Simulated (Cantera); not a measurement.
Feed: 1 mol TEOS, 0.47 mol CO2, 14 mol O2, held at 0.133 bar.

Cantera equilibrium calculation (NASA polynomials, part measured and part estimated; ideal gas, pure solids and liquids). Candidate condensed phases: C, C6H6, C7H8, C8H18, H2O, Si, SiC, SiO2; 123 gas species. The feed counts by its element totals alone. The numbers say what is thermodynamically allowed, not how fast it happens.

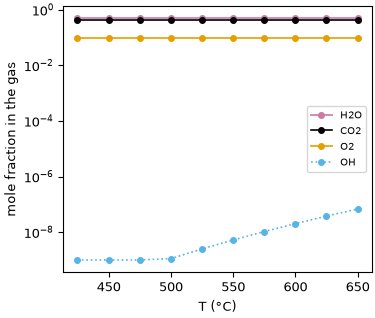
Fig. 1. Equilibrium gas composition (values under 1e-9 drawn at 1e-9)

From 425 °C to 550 °C the condensed part is SiO2(α-quartz). From 575 °C to 650 °C the condensed part is SiO2(β-quartz).
